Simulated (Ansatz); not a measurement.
# C (Fd-3m): all-electron equation of state, by script

Where is the equilibrium volume of C (Fd-3m) with all electrons, and how stiff is it? The task is an all-electron equation of state, for C (Fd-3m).

Computed with Ansatz 0.2.0, driven from Python. Level of theory: DFT PBE, all-electron LAPW.

**1. The system**

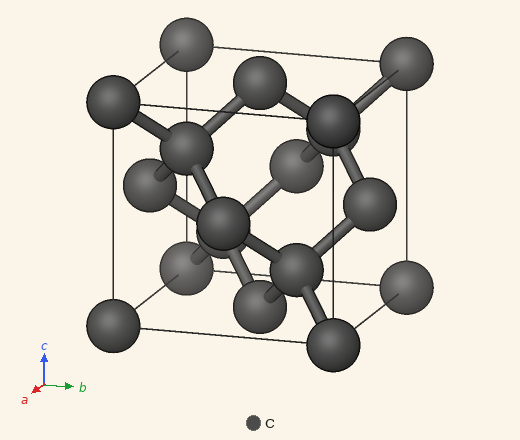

The structure that the script starts from, seen slightly off an axis (carbon dark grey). The cell is the conventional one. Atoms on cell faces are repeated.

No structure file is read: the coordinates are typed or built in the script.

**2. The script**

Input file eos_lapw_c.py:

```python
import ansatz as az
from ase.eos import EquationOfState
from ase.units import GPa
import numpy as np

vectors0 = np.array([
    [0.0, 1.78337, 1.78337],
    [1.78337, 0.0, 1.78337],
    [1.78337, 1.78337, 0.0],
])
sites = [
    ('C', [0.0, 0.0, 0.0]),
    ('C', [0.25, 0.25, 0.25]),
]


def make_crystal(cell):
    crystal = az.Crystal(lattice=az.Lattice.of(cell))
    for symbol, position in sites:
        crystal = crystal.atom(symbol, position)
    return crystal

volumes, energies = [], []
for scale in np.linspace(0.94, 1.06, 5):
    cell = vectors0 * scale ** (1 / 3)
    job = (
        make_crystal(cell).calculation()
        .occupations('Fixed')
        .functional('pbe')
        .kpoints(8, 8, 8)
        .pseudopotentials('all_electron', lapw=True, basis_error=0.002)
    )
    rep = job.run(threads=1).report
    volumes.append(abs(np.linalg.det(cell)) / len(sites))
    energies.append(rep['free_energy_ev'] / len(sites))
    print(f'{scale:.3f} {volumes[-1]:9.4f} A^3/atom {energies[-1]:16.5f} eV/atom  (estimated basis error {1000 * rep["lapw_basis_errors"]["total_ev_per_atom"]:.2f} meV/atom)')
v0, e0, bulk = EquationOfState(volumes, energies, eos='birchmurnaghan').fit()
print(f'V0 = {v0:.4f} A^3/atom, B0 = {bulk / GPa:.1f} GPa')
```

**3. The calls as engine input**

The package turns the script's settings into the engine's input (first run):

```yaml
crystal:
  lattice:
    - [0.0, 1.7469644787000709, 1.7469644787000709]
    - [1.7469644787000709, 0.0, 1.7469644787000709]
    - [1.7469644787000709, 1.7469644787000709, 0.0]
  atoms:
    - { symbol: C, position: [0.0, 0.0, 0.0] }
    - { symbol: C, position: [0.25, 0.25, 0.25] }
kpoints:
  mp_grid:
    grid: [8, 8, 8]
hamiltonian:
  xc: pbe
  pseudopotentials:
    kind: all_electron
    lapw:
      basis_error: 0.002
scf:
  occupations:
    method: fixed
```

**4. Launch**

The run is started by

```console
python eos_lapw_c.py
```

Log:

```text
0.940    5.3315 A^3/atom      -1036.69807 eV/atom  (estimated basis error 1.41 meV/atom)
0.970    5.5017 A^3/atom      -1036.72347 eV/atom  (estimated basis error 1.39 meV/atom)
1.000    5.6718 A^3/atom      -1036.73272 eV/atom  (estimated basis error 1.35 meV/atom)
1.030    5.8420 A^3/atom      -1036.72790 eV/atom  (estimated basis error 1.34 meV/atom)
1.060    6.0122 A^3/atom      -1036.71088 eV/atom  (estimated basis error 1.32 meV/atom)
V0 = 5.6950 A^3/atom, B0 = 433.7 GPa
```

Run time: 5.7 s. Hardware: 1 thread of Arm Neoverse V2, shared host; peak memory 0.28 GiB.

**5. Inputs of later runs**

The engine's inputs for some of the other runs:

Run 2, against run 1:

```diff
@@ -3,3 +3,3 @@
-    - [0.0, 1.7469644787000709, 1.7469644787000709]
-    - [1.7469644787000709, 0.0, 1.7469644787000709]
-    - [1.7469644787000709, 1.7469644787000709, 0.0]
+    - [0.0, 1.7653549299319196, 1.7653549299319196]
+    - [1.7653549299319196, 0.0, 1.7653549299319196]
+    - [1.7653549299319196, 1.7653549299319196, 0.0]
```

Run 3, against run 1:

```diff
@@ -3,3 +3,3 @@
-    - [0.0, 1.7469644787000709, 1.7469644787000709]
-    - [1.7469644787000709, 0.0, 1.7469644787000709]
-    - [1.7469644787000709, 1.7469644787000709, 0.0]
+    - [0.0, 1.78337, 1.78337]
+    - [1.78337, 0.0, 1.78337]
+    - [1.78337, 1.78337, 0.0]
```

Run 4, against run 1:

```diff
@@ -3,3 +3,3 @@
-    - [0.0, 1.7469644787000709, 1.7469644787000709]
-    - [1.7469644787000709, 0.0, 1.7469644787000709]
-    - [1.7469644787000709, 1.7469644787000709, 0.0]
+    - [0.0, 1.8010282771156787, 1.8010282771156787]
+    - [1.8010282771156787, 0.0, 1.8010282771156787]
+    - [1.8010282771156787, 1.8010282771156787, 0.0]
```

Lines on the test bed's own set-up are left out of the output.

**6. Run by run**

From the records of these 5 runs:

| run | volume (Å³/atom) | energy from run 3 (meV/atom) | gap on the mesh (eV) | SCF cycles | CPU time (s) |
| --- | --- | --- | --- | --- | --- |
| 1 | 5.332 | 34.65 | 4.28 | 5 | 0.95 |
| 2 | 5.502 | 9.26 | 4.21 | 5 | 0.94 |
| 3 | 5.672 | 0.00 | 4.14 | 5 | 0.94 |
| 4 | 5.842 | 4.82 | 4.08 | 5 | 0.94 |
| 5 | 6.012 | 21.85 | 4.01 | 5 | 0.95 |

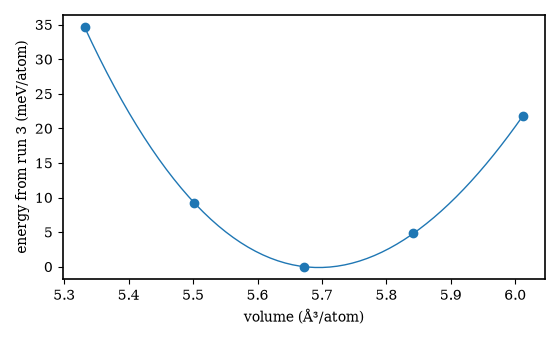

Energy against volume; the line is a third-order Birch-Murnaghan fit.

**7. What came out**

| quantity | value |
| --- | --- |
| runs compared | 5 |
| range of energy | 34.65 meV/atom |
| lowest point, volume (Å³/atom) | 5.672 |
| equilibrium volume (fit) | 5.69 Å³/atom |
| bulk modulus (fit) | 434 GPa |

**Reading.** A third-order Birch-Murnaghan fit through the 5 points has its minimum at 5.69 Å³ an atom, 0.4 % above the typed cell, with a bulk modulus of 434 GPa and dB/dP = 3.7. From that minimum the energy rises by 34.8 meV an atom on the compressed side and 22.0 meV on the expanded side. All-electron totals depend on functional, relativistic treatment and basis; only differences at equal settings carry meaning.
